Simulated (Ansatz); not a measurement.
# LiMgBr3 (model cell, started as cubic perovskite with Mg in the octahedra): phonons and vibrational spectra, part 2 of 2

Aim: the phonons of LiMgBr3 (model cell, started as cubic perovskite with Mg in the octahedra) at a cell relaxed beforehand at this level. After the zone centre comes a 2×2×2 q mesh on a 6×6×6 k mesh.

Ansatz 0.2.0; DFT PBEsol, scalar-relativistic, plane waves, PAW; PAW set soft_1.

So far. Step 2 (Linear response at the zone centre): Before it was imposed, the acoustic sum rule was missed by 2.0e-4 eV/Å² and the charge sum rule by 0.0017 e. Small misses are needed for a sound result but don't prove that mesh and cutoff are converged. The lowest optical mode is imaginary, 175.8i cm⁻¹, so the energy falls along it.

The structure was built from a prototype and need not be the compound's stable phase.

### Step 3. Response at finite wavevector

Stability and thermal properties need the whole zone. Linear response on a 2×2×2 q mesh gives force constants as far as a supercell of that size would, and the tensors from the zone-centre run are typed in so that the long-range dipole term is interpolated apart.

File input.yaml:

```yaml
crystal:
  lattice:
    - [5.2123358958, 0.0, 0.0]
    - [0.0, 5.2123358958, 0.0]
    - [0.0, 0.0, 5.2123358958]
  atoms:
    - { symbol: Li, position: [0.0, 0.0, 0.0] }
    - { symbol: Mg, position: [0.5, 0.5, 0.5] }
    - { symbol: Br, position: [0.5, 0.5, 0.0] }
    - { symbol: Br, position: [0.5, 0.0, 0.5] }
    - { symbol: Br, position: [0.0, 0.5, 0.5] }
kpoints:
  mp_grid: { grid: [6, 6, 6] }
hamiltonian:
  xc: pbesol
  pseudopotentials: { kind: paw, azcp: { folder: soft_1 }, xc_functional: pbe }
scf:
  occupations: { method: fixed }
output:
  eigenvalues: true
phonons:
  method: dfpt
  qmesh: [2, 2, 2]
  temperatures: { t_max: 1000, t_step: 50 }
  qpath:
    path:
      - [[0.0, 0.0, 0.0], [0.0, 0.5, 0.0], [0.5, 0.5, 0.0], [0.0, 0.0, 0.0], [0.5, 0.5, 0.5], [0.0, 0.5, 0.0]]
      - [[0.5, 0.5, 0.5], [0.5, 0.5, 0.0]]
    npoints: 10
  non_analytic_term:
    high_frequency_dielectric_tensor: [[3.3007, 0.0, 0.0], [0.0, 3.3007, 0.0], [0.0, 0.0, 3.3007]]
    born_effective_charges:
      - { species: Li, tensor: [[1.4392, 0.0, 0.0], [0.0, 1.4392, 0.0], [0.0, 0.0, 1.4392]] }
      - { species: Mg, tensor: [[2.3693, 0.0, 0.0], [0.0, 2.3693, 0.0], [0.0, 0.0, 2.3693]] }
      - { species: Br, tensor: [[-0.8839, 0.0, 0.0], [0.0, -0.8839, 0.0], [0.0, 0.0, -2.0407]] }
      - { species: Br, tensor: [[-0.8839, 0.0, 0.0], [0.0, -2.0407, 0.0], [0.0, 0.0, -0.8839]] }
      - { species: Br, tensor: [[-2.0407, 0.0, 0.0], [0.0, -0.8839, 0.0], [0.0, 0.0, -0.8839]] }
    source: "zone-centre run at this cell"
```

On the command line:

```
$ ansatz run input.yaml --threads 8 --pin off --max-ram 16384MiB --backend cpu --events-out ev --progress --plain --runs-dir out
```

Numbers of over 12 decimals in the logs are rounded to 6 here.

The log of the run:

```text
[...]
Crystal: 5 atoms, lattice volume = 141.611 Å³
Basis set: ecut = 420 eV, 2777 PW (Γ), exchange–correlation on 72×72×72 points (8 copies of the dense FFT grid, shifted against one another)
Bands: 22, of which v1, the nominal top of the filled ones, is band 17 counted from 1 (16 counted from 0)
Symmetry: 48 space group operations
k-points: 20 of 216
[...]
SCF iter   1: F=—  HF=-10331.144700 eV  |F-HF|=—  |Δ(HF+E_count)|=         —  Δρ=3.53e-2  dr2=1.38e0  ethr=3.10e-3  ⟨swp⟩=4.5  Hψ=1973  notcnv=0  defer=49
[...]
SCF iter  10: F=-10330.700962 eV  HF=-10330.700962 eV  |F-HF|=7.28e-12  |Δ(HF+E_count)|=  2.00e-10  Δρ=6.06e-8  dr2=5.29e-12  ethr=1.00e-12  ⟨swp⟩=12.4  Hψ=2765  notcnv=0
SCF 1 converged in 10 iterations: F = -10330.700962 eV  dr2 = 5.29e-12
[...]
NSCF: frozen V_eff on 20 k-points
[...]
DFPT response loops at q = (0, 0, 0) (fractional): preconditioner auto → none (the input reference at scf.mixing.eps_inf says where Resta's filter doesn't serve); β = 0.50; Broyden in place of MSR1
[...]
SCF converged after 10 iterations
Free energy (F): -10330.700962 eV
[...]
Internal energy: -10330.700962 eV  (E = F + TS)
E sigma→0 (E₀):  -10330.700962 eV
Fermi energy:    1.967920 eV
[...]
--- Band table (eV; the first three rows and the last of 20) ---
  k-point 0: bands = [... 13 lower, 1.0803, 1.3781, 1.3781, 1.3781, 4.8368, 4.9424, 8.8370, 8.8370, ... 1 higher]
  k-point 1: bands = [... 13 lower, 0.9964, 1.0148, 1.3204, 1.3204, 5.1802, 5.3989, 8.4507, 8.8617, ... 1 higher]
  k-point 2: bands = [... 13 lower, 0.7002, 0.8906, 1.2907, 1.2907, 5.8879, 6.4824, 7.6796, 8.7094, ... 1 higher]
  k-point 19: bands = [... 13 lower, 0.7915, 1.9679, 1.9679, 1.9679, 5.5787, 7.7993, 7.7993, 7.7993, ... 1 higher]
--- Phonons (Γ-DFPT): 4 representative perturbations + reference (Σ response iterations 12) ---
  ASR residual: 1.990e-4 → 0.000e0 eV/Å²; symmetrization residual: 6.076e-7 eV/Å²
  ASR residual per site (eV/Å²): 1.56e-5 1.99e-4 4.39e-5 4.39e-5 4.39e-5
[...]
--- Phonons (arbitrary-q DFPT): 4 irreducible q on the 2×2×2 mesh ---
  q = [0.0000, 0.0000, 0.0000] (star 1, of the zone-centre solve; hermiticity 1.82e-7, symmetrization 5.26e-12): -175.82 -175.82 -175.82 -9.94 -9.94 -9.94 0.00 0.00 0.00 83.42 83.42 83.42 238.14 238.14 238.14
  q = [0.0000, 0.0000, -0.5000] (star 3, 9 solved perturbations in 504 linear systems a pass and spin channel, the states on 64 of 216 k-point pairs; hermiticity 1.61e-7, symmetrization 2.75e-8): -167.05 -167.05 -19.41 -19.41 15.59 48.75 48.75 59.11 59.60 84.36 84.36 186.55 237.76 237.76 258.32
[...]
sum rule: each row above includes the acoustic sum rule's correction from the zone centre's row sums; it moved no ω² by more than (1.49 cm⁻¹)²
  mesh force constants: q→R imaginary residual 3.49e-18; ASR residual 1.990e-4 → 0.000e0 eV/Å²; symmetrization residual 7.994e-15 eV/Å²
  interpolated dispersion: 63 rows × 15 modes
  density of states and harmonic sums: on the 12×12×12 q-mesh, interpolated from the force constants of a 2×2×2 supercell (with the dipole–dipole term of supplied tensors)
  largest difference from the sums on the solved wave vectors: F 7.23e-2 eV, S 9.60e-5 and C_V 3.20e-5 eV/K
  zero-point energy: 0.084503 eV/cell   skipped modes (ω ≤ 0): 435, of them read as no rigid motion or as one in doubt: 432 (5.149e0 modes/cell left out, lowest -175.82 cm⁻¹)   left out of the sums: 3.43e-1 of the cell's modes: C_V's classical limit lies that fraction below 3 k_B per atom; for a crystal, a wire or a layer, F and S can be off by more, and a phonons.interpolated_qmesh denser along its periods is the remedy for the sampling
```

Run time: 41 s. Hardware: 8 threads of Arm Neoverse V2, shared host; peak memory 0.9 GiB; 5.1 min of CPU time.

Numbers from this step:

```yaml
sum_rule_residual_before_enforcement: 1.99e-4 eV/Å²
lowest_frequency_on_the_path: -175.8 cm⁻¹
highest_frequency_on_the_path_or_at_a_solved_wavevector: 307.6 cm⁻¹
lowest_mode_on_the_q_mesh_acoustic_modes_at_gamma_apart: -175.8 cm⁻¹
```

Frequencies (cm⁻¹) solved at each irreducible wavevector; negative means imaginary. Frequencies by wavevector, by row:

| q in reciprocal lattice units | star | mode 1 | mode 2 | mode 3 | mode 4 | mode 13 | mode 14 | mode 15 |
| --- | --- | --- | --- | --- | --- | --- | --- | --- |
| 0 0 0 | 1 | -175.8 | -175.8 | -175.8 | -9.9 | 238.1 | 238.1 | 238.1 |
| 0 0 -0.5 | 3 | -167.1 | -167.1 | -19.4 | -19.4 | 237.8 | 237.8 | 258.3 |
| 0 -0.5 -0.5 | 3 | -155.5 | -151.2 | -151.2 | -66.5 | 237.5 | 270.6 | 270.6 |
| -0.5 -0.5 -0.5 | 1 | -172.7 | -172.7 | -172.7 | -66.6 | 271.7 | 271.7 | 271.7 |

Interpolated from a 2×2×2 q mesh, with the LO-TO term (at Γ the limit along the path; where Γ stands inside the path, tables give the limit on arrival). The phonon branches at the labelled points (cm⁻¹):

| point | branch 1 | branch 2 | branch 3 | branch 4 | branch 12 | branch 13 | branch 14 | branch 15 |
| --- | --- | --- | --- | --- | --- | --- | --- | --- |
| Γ | -176 | -176 | -88 | -10 | 96 | 238 | 238 | 308 |
| X | -167 | -167 | -19 | -19 | 187 | 238 | 238 | 258 |
| M | -156 | -151 | -151 | -66 | 184 | 238 | 271 | 271 |
| Γ | -176 | -176 | -88 | -10 | 96 | 238 | 238 | 308 |
| R | -173 | -173 | -173 | -67 | 196 | 272 | 272 | 272 |
| X | -167 | -167 | -19 | -19 | 187 | 238 | 238 | 258 |
| jump to R | -173 | -173 | -173 | -67 | 196 | 272 | 272 | 272 |
| M | -156 | -151 | -151 | -66 | 184 | 238 | 271 | 271 |

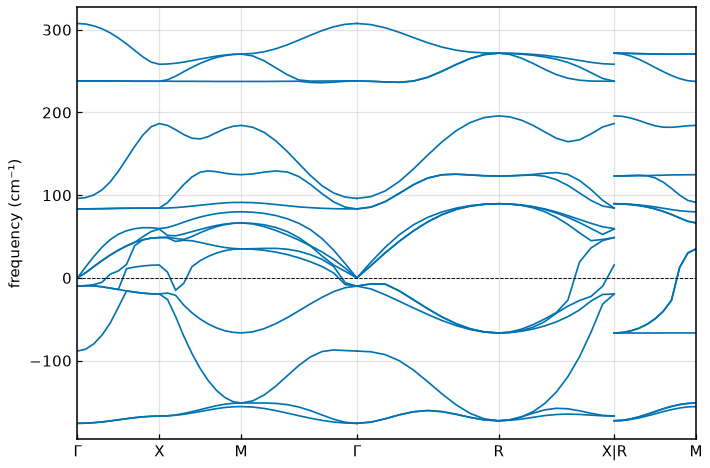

Phonon branches along the path.

The phonon density of states has structure finer than the step of the table below, so its rows give means over 25 cm⁻¹, whole bins alone (the curve runs from -178 to 308 cm⁻¹). Peaks (cm⁻¹: height): -162.5: 0.158, -57.5: 0.0415, 77.5: 0.0792, 127.5: 0.0982, 167.5: 0.0331, 237.5: 0.167, 272.5: 0.0746.

Tetrahedra on a 12×12×12 mesh, mean over bins of 5 cm-1. Interpolated from a 2×2×2 q mesh. Phonon density of states against wavenumber; means over each step:

| wavenumber (cm⁻¹) | phonon density of states (1/cm⁻¹/cell) |
| --- | --- |
| -150 | 0.0513 |
| -125 | 0.0108 |
| -100 | 0.00957 |
| -75 | 0.0108 |
| -50 | 0.0399 |
| -25 | 0.0328 |
| 0 | 0.0205 |
| 25 | 0.0278 |
| 50 | 0.0454 |
| 75 | 0.0739 |
| 100 | 0.0385 |
| 125 | 0.0445 |
| 150 | 0.0120 |
| 175 | 0.0211 |
| 200 | 9.4e-4 |
| 225 | 0.0167 |
| 250 | 0.0543 |
| 275 | 0.0430 |

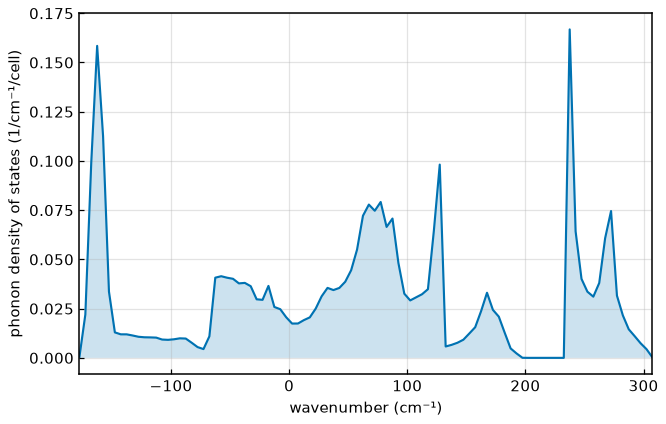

Phonon density of states, plotted against wavenumber.

The partial phonon density of states has structure finer than the step of the table below, so its rows give means over 25 cm⁻¹, whole bins alone (the curve runs from -186 to 324 cm⁻¹). Peaks (cm⁻¹: height): Br -51.1: 0.0443, -35.0: 0.0489, -19.0: 0.0359, 77.3: 0.0730, 125.4: 0.0690, 167.1: 0.0239, 237.7: 0.0324; Li -163.4: 0.125; Mg 96.6: 0.0128, 237.7: 0.0768, 269.8: 0.0584.

Phonopy on the run's constants, 11x11x11 mesh, Gaussian sigma 3.6 cm-1. Interpolated from a 2×2×2 q mesh. The partial phonon density of states by wavenumber; means over each step; values in 1/cm⁻¹/cell:

| wavenumber (cm⁻¹) | Br | Li | Mg |
| --- | --- | --- | --- |
| -150 | 0.00329 | 0.0468 | 6.7e-4 |
| -125 | 0.00130 | 0.00932 | 4.0e-4 |
| -100 | 0.00131 | 0.00757 | 4.9e-4 |
| -75 | 0.00747 | 0.00340 | 2.4e-4 |
| -50 | 0.0375 | 0.00157 | 5.7e-5 |
| -25 | 0.0350 | 4.4e-4 | 1.3e-4 |
| 0 | 0.0129 | 1.1e-4 | 1.5e-4 |
| 25 | 0.0300 | 9.5e-4 | 6.0e-4 |
| 50 | 0.0424 | 0.00297 | 0.00125 |
| 75 | 0.0681 | 0.00277 | 0.00312 |
| 100 | 0.0275 | 1.0e-3 | 0.00851 |
| 125 | 0.0405 | 0.00110 | 0.00422 |
| 150 | 0.0103 | 1.9e-4 | 0.00185 |
| 175 | 0.0179 | 3.0e-4 | 0.00199 |
| 200 | 0.00126 | 5.5e-6 | 7.0e-5 |
| 225 | 0.00533 | 1.7e-5 | 0.0122 |
| 250 | 0.0107 | 4.7e-4 | 0.0432 |
| 275 | 0.00397 | 0.00143 | 0.0364 |
| 300 | 0.00153 | 5.1e-4 | 0.00459 |

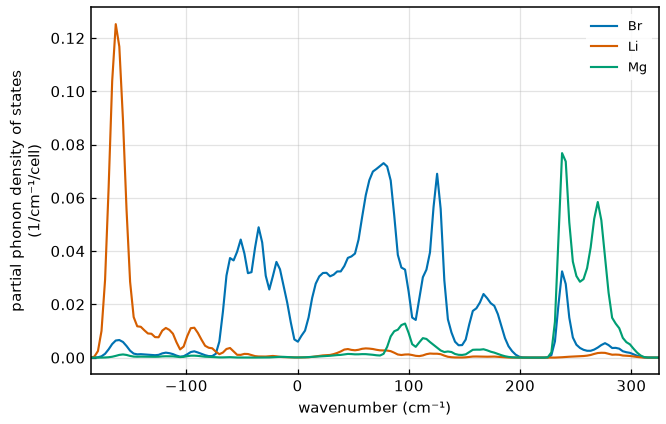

Partial phonon density of states against wavenumber.

Symmetry leaves 4 wavevectors to solve. The lowest mode among them, the acoustic zeros apart, lies at Γ and is imaginary, 175.8i cm⁻¹, so the energy falls along it.

### Step 4. Summary of results

```json
{
  "space group (within 0.01 Å)": "Pm-3m",
  "volume per atom": "28.3 Å³",
  "gap on the k-mesh": "2.87 eV",
  "highest optical mode at the zone centre (no LO-TO term)": "238 cm⁻¹",
  "top of the zone-centre spectrum with the field": "308 cm⁻¹",
  "lowest optical zone-centre mode": "-176 cm⁻¹",
  "mean high-frequency dielectric constant": "3.30",
  "largest Born charge (third of the trace)": "2.37 e",
  "lowest mode on the q mesh (acoustic modes at Γ apart)": "-176 cm⁻¹",
  "highest frequency on the path or at a solved wavevector": "308 cm⁻¹",
  "imaginary modes on the 2×2×2 q mesh": "yes"
}
```

In words: Modes are clearly imaginary (beyond 10i cm⁻¹) at 4 of the 4 irreducible wavevectors, most at Γ (175.8i cm⁻¹), so this structure is not a minimum of the energy. Without the field, the optical modes at Γ span -176 to 238 cm⁻¹ (negative means imaginary). With the macroscopic field of the longitudinal modes the top of the zone-centre spectrum lies at 308 cm⁻¹, against 238 cm⁻¹ without it. Among the real modes, the strongest infrared line is at 238 cm⁻¹. The PAW files were made for PBE and serve the other functionals too. The starting cell was built on a prototype and not taken from a measurement, so the phase need not exist. These are harmonic frequencies at zero temperature: anharmonic shifts, linewidths and thermal expansion are left out.

[Logs are printed without paths, hosts, clocks, repeated set-up lines and the standing remarks that a program may print on its own settings, such as how far it seeks lower states.]

[Hosts, paths, dates, database ids (printed as entryN), source tags and the programs' standing remarks are cut or masked in the printed files.]
